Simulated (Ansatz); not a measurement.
# C3H7AlO2: two geometries relaxed

Aim: relax the geometries before and after the shift of H11 from O4 to Al3, and see whether they are two minima and how far apart in energy. SMILES of the start: C[C]1([AlH][OH])CO1.

Method: UKS PBE/6-31G, in Ansatz 0.2.0.

### Step 1. Starting point

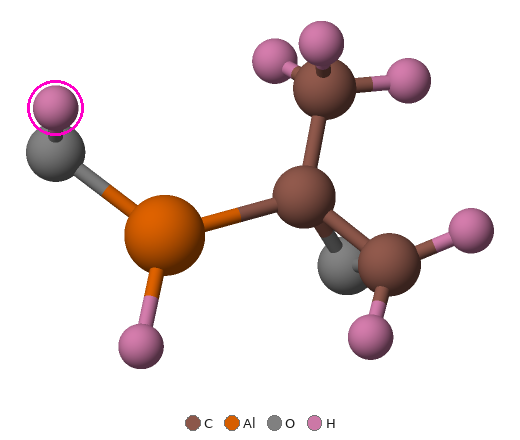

Start, viewed from a chosen angle; carbon brown, aluminium orange, oxygen grey, hydrogen pink. Ringed: H11.

Structure file:

```xyz
13

C    -1.3497   -0.4430   -0.4840
C    -0.0848    0.3173   -0.2149
Al    1.4588   -0.6736    0.5030
O     1.5416   -2.4976    0.5678
C    -0.1272    1.7904   -0.1248
O     0.2861    1.1675   -1.2907
H    -1.1775   -1.2941   -1.1147
H    -1.8140   -0.7023    0.4577
H    -2.1169    0.2699   -0.9917
H     2.7627    0.1278    1.0846
H     1.0576   -2.7231    1.4725
H     0.7448    2.3045    0.4127
H    -1.1610    2.3216   -0.2627
```

### Step 2. End point A

File input.yaml:

```yaml
crystal:
  periodic: [false, false, false]
  atoms:
    - { symbol: C, position_ang: [-1.3497, -0.443, -0.484] }
    - { symbol: C, position_ang: [-0.0848, 0.3173, -0.2149] }
    - { symbol: Al, position_ang: [1.4588, -0.6736, 0.503] }
    - { symbol: O, position_ang: [1.5416, -2.4976, 0.5678] }
    - { symbol: C, position_ang: [-0.1272, 1.7904, -0.1248] }
    - { symbol: O, position_ang: [0.2861, 1.1675, -1.2907] }
    - { symbol: H, position_ang: [-1.1775, -1.2941, -1.1147] }
    - { symbol: H, position_ang: [-1.814, -0.7023, 0.4577] }
    - { symbol: H, position_ang: [-2.1169, 0.2699, -0.9917] }
    - { symbol: H, position_ang: [2.7627, 0.1278, 1.0846] }
    - { symbol: H, position_ang: [1.0576, -2.7231, 1.4725] }
    - { symbol: H, position_ang: [0.7448, 2.3045, 0.4127] }
    - { symbol: H, position_ang: [-1.161, 2.3216, -0.2627] }
magnetization:
  spin_polarized: true
basis:
  gaussian: { orbitals: "6-31G" }
hamiltonian:
  xc: pbe
relax:
  f_tol: 0.02
  max_steps: 50
output:
  orbitals: {}
```

Command:

```console
ansatz run input.yaml --threads 2 --pin off --max-ram 3072MiB --backend cpu --events-out ev --progress --plain --runs-dir out
```

Log, cut to the lines that bear on the results:

```text
Warning: RAYON_NUM_THREADS=2 ignored (pool sized by the plan → 2); use --threads N
[...]
Functional definition: PBE
[...]
989 factors; integrals over basis functions are off by at most 1.7e-4 eV
[...]
mean field -13899.35713821 eV, -510.7919535067 hartree, gradient 7.7e-5 eV, S^2 0.000000; 0 other end points of the search recorded, 0 dependent functions left out
[...]
reference -13899.35718200 eV, -510.7919551158 hartree; 27, 27 occupied and 45, 45 virtual orbitals, 989 factors
relax step   1: F+E_penalty+E_count = -13899.35713821 eV  Δ(F+E_penalty+E_count) = +0.000e0 eV  max|allowed force component| = 5.002e0 eV/Å  Δτ_max = 0.0000 Å  (30 SCF iters, accepted)
[...]
relax step   3: F+E_penalty+E_count = -13900.25374448 eV  Δ(F+E_penalty+E_count) = -2.344e-1 eV  max|allowed force component| = 1.275e0 eV/Å  Δτ_max = 0.1450 Å  (32 SCF iters, accepted)
[...]
relax step   5: F+E_penalty+E_count = -13900.41290946 eV  Δ(F+E_penalty+E_count) = -7.370e-2 eV  max|allowed force component| = 1.447e0 eV/Å  Δτ_max = 0.1948 Å  (32 SCF iters, accepted)
[...]
relax step   7: F+E_penalty+E_count = -13900.51028904 eV  Δ(F+E_penalty+E_count) = -5.463e-2 eV  max|allowed force component| = 2.779e-1 eV/Å  Δτ_max = 0.2000 Å  (30 SCF iters, accepted)
[...]
relax step   9: F+E_penalty+E_count = -13900.54561410 eV  Δ(F+E_penalty+E_count) = -1.407e-2 eV  max|allowed force component| = 5.227e-1 eV/Å  Δτ_max = 0.1966 Å  (31 SCF iters, accepted)
[...]
relax step  10: F+E_penalty+E_count = -13900.56125841 eV  Δ(F+E_penalty+E_count) = -1.564e-2 eV  max|allowed force component| = 8.991e-1 eV/Å  Δτ_max = 0.1424 Å  (30 SCF iters, accepted)
[...]
989 factors; integrals over basis functions are off by at most 1.6e-4 eV
mean field -13900.58624337 eV, -510.8371222882 hartree, gradient 1.5e-5 eV, S^2 0.000000; 0 other end points of the search recorded, 0 dependent functions left out
[...]
reference -13900.58628664 eV, -510.8371238782 hartree; 27, 27 occupied and 45, 45 virtual orbitals, 989 factors
```

### Step 3. More of the same log: end point A relaxed

Output, continued, cut to the lines that bear on the results:

```text
relax step  11: F+E_penalty+E_count = -13900.58624337 eV  Δ(F+E_penalty+E_count) = -2.498e-2 eV  max|allowed force component| = 5.654e-1 eV/Å  Δτ_max = 0.1992 Å  (31 SCF iters, accepted)
[...]
relax step  17: F+E_penalty+E_count = -13900.70434880 eV  Δ(F+E_penalty+E_count) = -3.206e-4 eV  max|allowed force component| = 1.359e-1 eV/Å  Δτ_max = 0.0377 Å  (32 SCF iters, accepted)
[...]
relax step  18: F+E_penalty+E_count = -13900.70550036 eV  Δ(F+E_penalty+E_count) = -1.152e-3 eV  max|allowed force component| = 1.903e-2 eV/Å  Δτ_max = 0.0173 Å  (27 SCF iters, accepted)
989 factors; integrals over basis functions are off by at most 1.6e-4 eV
mean field -13900.70550036 eV, -510.8415049016 hartree, gradient 1.2e-5 eV, S^2 0.000000; 1 other end points of the search recorded, 0 dependent functions left out
[...]
Atom 3 at     1.830828    -2.144917     0.475591 Å, force     0.000021     0.017015     0.009191 eV/Å
Atom 4 at     0.030539     1.618125    -0.251865 Å, force     0.015715    -0.007698     0.019025 eV/Å
Atom 5 at     0.810374     0.550206    -0.995500 Å, force    -0.009502    -0.004622    -0.009075 eV/Å
Atom 6 at    -1.582266    -1.430931    -0.329209 Å, force     0.001563     0.004761    -0.001293 eV/Å
Atom 7 at    -2.416360    -0.151729     0.577882 Å, force    -0.006617     0.004117     0.001352 eV/Å
Atom 8 at    -2.035014     0.102147    -1.151570 Å, force     0.000217     0.005411    -0.004835 eV/Å
Atom 9 at     2.467984     0.420386     1.551340 Å, force    -0.004016     0.002755    -0.000171 eV/Å
Atom 10 at     1.502611    -2.895661    -0.042787 Å, force    -0.003921    -0.008706    -0.003230 eV/Å
Atom 11 at     0.652104     2.278738     0.366692 Å, force    -0.005746    -0.005595     0.003127 eV/Å
Atom 12 at    -0.643878     2.149527    -0.934323 Å, force    -0.014480     0.008069    -0.010379 eV/Å
Dipole moment:    -0.792839     0.176711    -0.138112 e Å
```

Wall time 51 s (2 threads of AMD EPYC 7B13 (Zen 3), shared host); peak memory 0.21 GiB.

The steps of the relaxation:

```tsv
step	energy from step 1 (eV)	largest force component (eV/Å)
1	0.0000	5.0019
2	-0.6622	2.2960
3	-0.8966	1.2746
4	-0.9821	0.9201
5	-1.0558	1.4474
6	-1.0985	0.5556
7	-1.1532	0.2779
8	-1.1744	0.1907
9	-1.1885	0.5227
10	-1.2041	0.8991
11	-1.2291	0.5654
12	-1.2709	0.4367
13	-1.3077	0.5087
14	-1.3363	0.2968
15x	-1.3154	0.6245
16	-1.3469	0.0944
17	-1.3472	0.1359
18	-1.3484	0.0190
```

Step 1 is the start. 1 step was tried and not accepted (marked x).

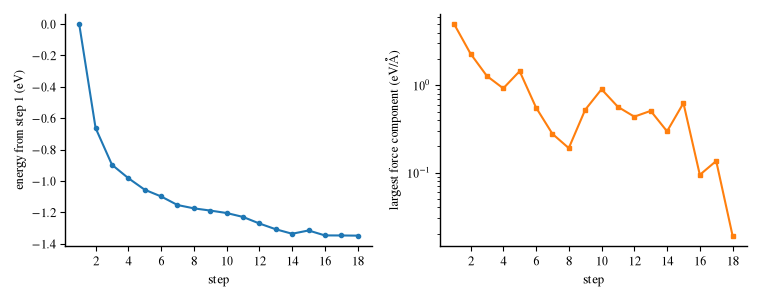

Energy and largest force along the relaxation.

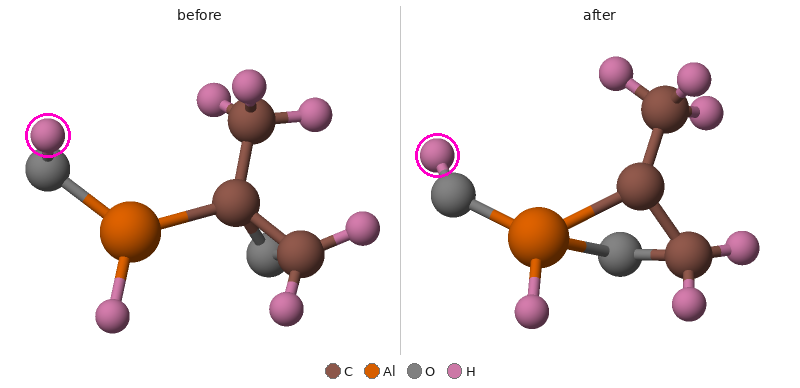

Before and after, at one scale.

After: Bond lengths: C1–C2 1.497 Å, C2–Al3 2.004 Å, Al3–O4 1.741 Å, C2–C5 1.495 Å, Al3–O6 2.073 Å, C5–O6 1.517 Å, C1–H7 1.102 Å, C1–H8 1.109 Å, C1–H9 1.106 Å, Al3–H10 1.604 Å, O4–H11 0.970 Å, C5–H12 1.098 Å, C5–H13 1.097 Å. Angles (14 of 23 angles, heavy atoms first): C1–C2–Al3 134.0°, C1–C2–C5 119.5°, Al3–C2–C5 99.3°, C2–Al3–O4 122.1°, C2–Al3–O6 50.7°, O4–Al3–O6 115.8°, C2–C5–O6 70.9°, Al3–O6–C5 95.7°, C2–C1–H7 112.2°, C2–C1–H8 107.3°, C2–C1–H9 113.3°, C2–Al3–H10 119.7°, O4–Al3–H10 117.1°, O6–Al3–H10 111.0°.

Pairs that crossed the distance rule for bonds on the way: came closer Al3–O6; moved apart C2–O6.

### Step 4. Relaxing end B

The second end starts from a geometry with the move made by hand.

input.yaml: that of step 2 with these lines changed.

```diff
@@ -13,3 +13,3 @@
     - { symbol: H, position_ang: [2.7627, 0.1278, 1.0846] }
-    - { symbol: H, position_ang: [1.0576, -2.7231, 1.4725] }
+    - { symbol: H, position_ang: [0.03326, -1.18122, 0.21705] }
     - { symbol: H, position_ang: [0.7448, 2.3045, 0.4127] }
@@ -25,3 +25 @@
   max_steps: 50
-output:
-  orbitals: {}
```

Command:

```console
ansatz run input.yaml --threads 2 --pin off --max-ram 3072MiB --backend cpu --events-out ev --progress --plain --runs-dir out
```

Log, cut to the lines that bear on the results:

```text
Warning: RAYON_NUM_THREADS=2 ignored (pool sized by the plan → 2); use --threads N
[...]
[... 1 set-up line as earlier in the session ...]
[...]
988 factors; integrals over basis functions are off by at most 1.7e-4 eV
[...]
mean field -13894.78136908 eV, -510.6237970925 hartree, gradient 1.5e-5 eV, S^2 0.000000; 3 other end points of the search recorded, 0 dependent functions left out
[...]
reference -13894.78141192 eV, -510.6237986669 hartree; 27, 27 occupied and 45, 45 virtual orbitals, 988 factors
relax step   1: F+E_penalty+E_count = -13894.78136908 eV  Δ(F+E_penalty+E_count) = +0.000e0 eV  max|allowed force component| = 5.528e0 eV/Å  Δτ_max = 0.0000 Å  (72 SCF iters, accepted)
[...]
relax step   5: F+E_penalty+E_count = -13899.33189345 eV  Δ(F+E_penalty+E_count) = -4.257e-1 eV  max|allowed force component| = 3.483e0 eV/Å  Δτ_max = 0.1949 Å  (30 SCF iters, accepted)
[...]
relax step   9: F+E_penalty+E_count = -13900.29326254 eV  Δ(F+E_penalty+E_count) = -1.073e-1 eV  max|allowed force component| = 5.431e-1 eV/Å  Δτ_max = 0.2000 Å  (30 SCF iters, accepted)
[...]
relax step  13: F+E_penalty+E_count = -13900.49489140 eV  Δ(F+E_penalty+E_count) = -2.430e-2 eV  max|allowed force component| = 4.004e-1 eV/Å  Δτ_max = 0.1927 Å  (30 SCF iters, accepted)
[...]
relax step  15: F+E_penalty+E_count = -13900.49469271 eV  Δ(F+E_penalty+E_count) = +1.364e-2 eV  max|allowed force component| = 1.683e0 eV/Å  Δτ_max = 0.1731 Å  (30 SCF iters, rejected (line search))
[...]
relax step  16: F+E_penalty+E_count = -13900.52128095 eV  Δ(F+E_penalty+E_count) = -1.294e-2 eV  max|allowed force component| = 2.414e-1 eV/Å  Δτ_max = 0.0862 Å  (31 SCF iters, accepted)
[...]
988 factors; integrals over basis functions are off by at most 1.7e-4 eV
```

### Step 5. The output, continued: end point B relaxed

Output, continued, cut to the lines that bear on the results:

```text
mean field -13900.53346193 eV, -510.8351826060 hartree, gradient 2.1e-5 eV, S^2 0.000000; 0 other end points of the search recorded, 0 dependent functions left out
[...]
reference -13900.53350489 eV, -510.8351841848 hartree; 27, 27 occupied and 45, 45 virtual orbitals, 988 factors
relax step  17: F+E_penalty+E_count = -13900.53346193 eV  Δ(F+E_penalty+E_count) = -1.218e-2 eV  max|allowed force component| = 1.835e-1 eV/Å  Δτ_max = 0.0985 Å  (30 SCF iters, accepted)
[...]
relax step  19: F+E_penalty+E_count = -13900.60170652 eV  Δ(F+E_penalty+E_count) = -4.362e-2 eV  max|allowed force component| = 4.834e-1 eV/Å  Δτ_max = 0.1957 Å  (31 SCF iters, accepted)
[...]
relax step  21: F+E_penalty+E_count = -13900.68419729 eV  Δ(F+E_penalty+E_count) = -3.028e-2 eV  max|allowed force component| = 3.958e-1 eV/Å  Δτ_max = 0.1053 Å  (31 SCF iters, accepted)
[...]
Atom 3 at     1.689544    -2.109438     0.240017 Å, force    -0.003258    -0.016340    -0.009382 eV/Å
Atom 4 at     0.000711     1.750006    -0.226313 Å, force    -0.005199    -0.007765    -0.004030 eV/Å
Atom 5 at     0.749669     0.718623    -1.050989 Å, force    -0.007701     0.008279     0.004316 eV/Å
Atom 6 at    -1.695604    -1.232474    -0.562551 Å, force     0.002817    -0.002859     0.001258 eV/Å
Atom 7 at    -2.498084    -0.020332     0.458719 Å, force     0.001885     0.001059    -0.010410 eV/Å
Atom 8 at    -2.109992     0.379247    -1.242533 Å, force     0.001332    -0.005837     0.006747 eV/Å
Atom 9 at     2.387576     0.363885     1.479845 Å, force    -0.000652    -0.000822     0.000733 eV/Å
Atom 10 at     1.341436    -2.824407    -0.315037 Å, force     0.003297     0.009011     0.005270 eV/Å
Atom 11 at     0.639033     2.339193     0.444798 Å, force     0.002787    -0.001945    -0.001124 eV/Å
Atom 12 at    -0.655453     2.354331    -0.865323 Å, force     0.002698     0.000285    -0.003384 eV/Å
Dipole moment:    -0.785058     0.197517    -0.121962 e Å
```

It took 74 s on 2 threads of AMD EPYC 7B13 (Zen 3), shared host; peak memory 0.21 GiB.

The steps of the relaxation:

```tsv
step	energy from step 1 (eV)	largest force component (eV/Å)
1	0.0000	5.5278
2	-1.6895	2.4743
3	-2.9510	3.1316
4	-4.1249	2.3371
5	-4.5505	3.4827
6	-4.8900	2.3820
7	-5.2086	1.4357
8	-5.4046	0.8944
9	-5.5119	0.5431
10	-5.6086	0.5353
11	-5.6518	0.6688
12	-5.6892	0.3397
13	-5.7135	0.4004
14	-5.7270	0.4737
15x	-5.7133	1.6827
16	-5.7399	0.2414
17	-5.7521	0.1835
18	-5.7767	0.2100
19	-5.8203	0.4834
20	-5.8725	0.6149
21	-5.9028	0.3958
22x	-5.8898	0.6174
23	-5.9192	0.3424
24x	-5.9166	0.3472
25	-5.9230	0.1374
26x	-5.9223	0.0851
27	-5.9242	0.0163
```

Step 1 is the start. 4 steps were tried and not accepted (marked x).

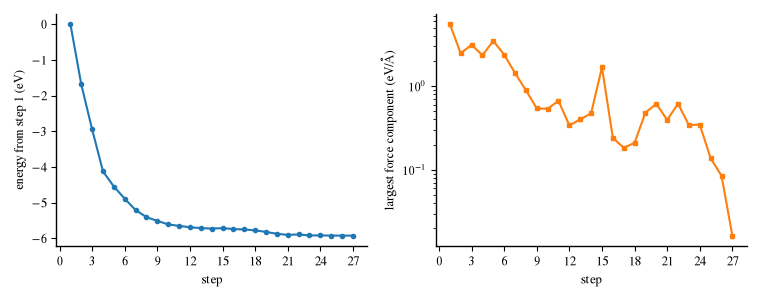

Energy and largest force along the relaxation.

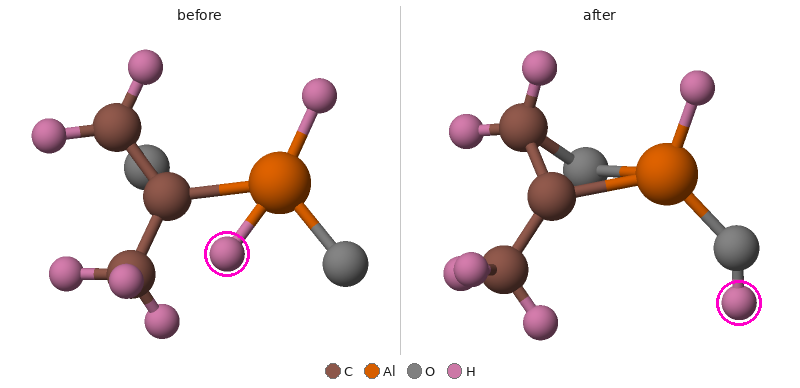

Before and after, at one scale.

After: Bond lengths: C1–C2 1.497 Å, C2–Al3 2.003 Å, Al3–O4 1.739 Å, C2–C5 1.494 Å, Al3–O6 2.078 Å, C5–O6 1.518 Å, C1–H7 1.102 Å, C1–H8 1.109 Å, C1–H9 1.106 Å, Al3–H10 1.604 Å, O4–H11 0.970 Å, C5–H12 1.098 Å, C5–H13 1.097 Å. Angles (14 of 23 angles, heavy atoms first): C1–C2–Al3 134.1°, C1–C2–C5 119.6°, Al3–C2–C5 99.3°, C2–Al3–O4 122.3°, C2–Al3–O6 50.5°, O4–Al3–O6 116.3°, C2–C5–O6 70.7°, Al3–O6–C5 95.4°, C2–C1–H7 112.2°, C2–C1–H8 107.3°, C2–C1–H9 113.2°, C2–Al3–H10 119.4°, O4–Al3–H10 117.1°, O6–Al3–H10 110.4°.

Pairs that crossed the distance rule for bonds on the way: came closer Al3–O6, O4–H11; moved apart C2–O6, Al3–H11.

### Step 6. Outcome

| quantity | value |
| --- | --- |
| end A | 16 moves, 1.348 eV lower |
| end B | 22 moves, 5.924 eV lower |
| largest difference between the ends | 0.03 Å |
| end B relative to end A | -0.000 eV |

In words: Both starts fell into the same minimum (no atom differs by more than 0.03 Å), so from this start no second minimum was found and no band was run; another arrangement could still be one. The basis is very small, so the numbers are rough.
